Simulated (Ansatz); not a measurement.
## Electronic structure of CH3FO2Si in real space

Input

```
crystal:
  periodic: [false, false, false]
  atoms:
    - { symbol: O, position_ang: [-0.0291, 0.3208, 1.9816] }
    - { symbol: C, position_ang: [-0.6089, 0.9287, 1.0252] }
    - { symbol: O, position_ang: [-0.5086, 0.6483, -0.2976] }
    - { symbol: Si, position_ang: [0.4909, -0.6218, -0.831] }
    - { symbol: F, position_ang: [-0.4534, -1.9754, -0.6969] }
    - { symbol: H, position_ang: [-1.2795, 1.8121, 1.1358] }
    - { symbol: H, position_ang: [1.7308, -0.759, -0.0986] }
    - { symbol: H, position_ang: [0.7498, -0.4108, -2.2743] }
basis:
  gaussian: { orbitals: def2-SVP }
hamiltonian:
  xc: pbe0
  dispersion: d4
relax:
  f_tol: 0.02
  max_steps: 50
output:
  orbitals: {}
```

Run with:

```sh
ansatz run input.yaml --threads 2 --pin off --max-ram 3072MiB --backend cpu --events-out ev --progress --plain --runs-dir out
```

The fields are those of the relaxed geometry.

These are results of Ansatz 0.2.0, RKS PBE0-D4/def2-SVP, not measurements.

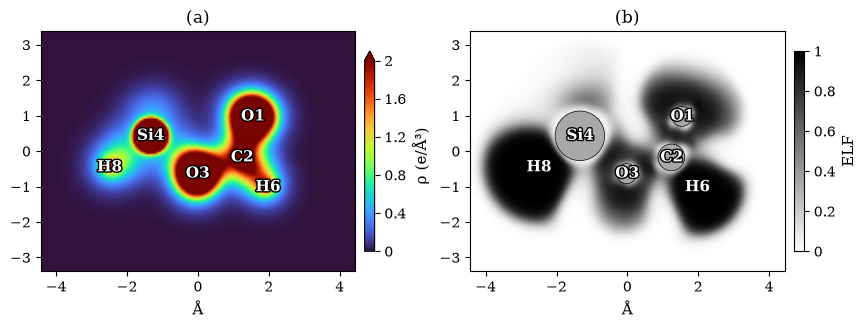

Figure 1. (a) total electron density; (b) electron localisation function on the plane of atoms C2, O3 and Si4. Grey discs cover the atomic cores in the ELF map.

**Read the bonding off the picture.**

The plane passes through O, C, Si and H nuclei. C–O (1.20 Å): the density is about 3.5 e/Å³ at the midpoint; the ELF peaks at about 0.85 between the atoms: a short, multiple covalent bond. Si–O (1.70 Å): ρ at the midpoint is about 1 e/Å³; the ELF peaks at about 0.90 between the atoms; a polar covalent bond. C–H (1.11 Å): ρ at the midpoint is about 2 e/Å³; the ELF climbs to about 1 towards the hydrogen, as it does in any bond to H (an ordinary covalent bond to hydrogen). C–O (1.34 Å): ρ is about 2.4 e/Å³ halfway; the ELF peaks at about 0.90 between the atoms, as expected for a shared but strongly polarised pair. Si–H (1.48 Å): the density is about 0.81 e/Å³ at the midpoint; the ELF climbs to about 1 towards the hydrogen. The ELF also peaks beside O3 and O1, away from the bonds: lone-pair regions.

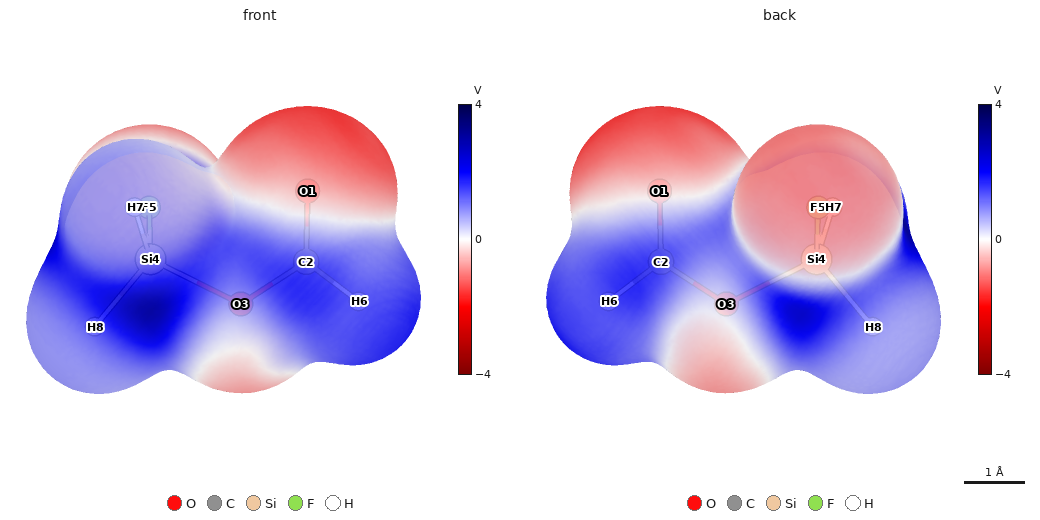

Figure 2. The molecular electrostatic potential painted on the density surface at 0.004 e/bohr³, seen from the front and from behind; red is negative and blue positive.

**Describe the electrostatic potential map.**

The most negative region (about −1.5 V) lies over O1, the most positive (about +3.0 V) over Si4. O1 is the likeliest acceptor of a hydrogen bond.

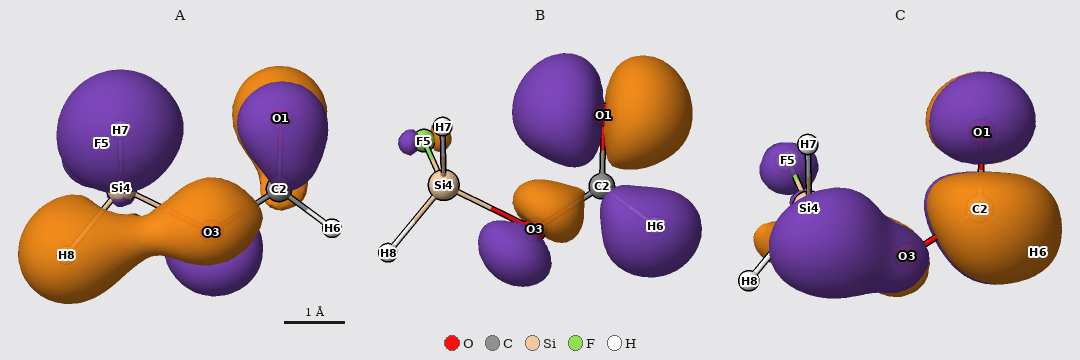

Figure 3. Three frontier orbitals at ±0.1 Å⁻³ᐟ² (orange and purple are the two phases), in no order.

**Order the three orbitals by energy and name them.**

A is the HOMO−1 (−9.77 eV). It lies mainly on O3 (about 30 %), O1 (about 20 %), Si4 (about 20 %), H7 (about 15 %) and H8 (about 10 %). B is the HOMO (−8.62 eV). Its weight (Hirshfeld) is mainly on O1 (about 65 %), C2 (about 10 %), O3 (about 10 %) and H6 (about 5 %); largely a lone pair of O1. C is the LUMO (−0.45 eV). Its weight (Hirshfeld) is mainly on C2 (about 40 %), O1 (about 25 %), Si4 (about 15 %) and O3 (about 10 %); π-antibonding (π*) across C2–O1.

**What is the HOMO–LUMO gap?**

8.17 eV between the orbital energies.
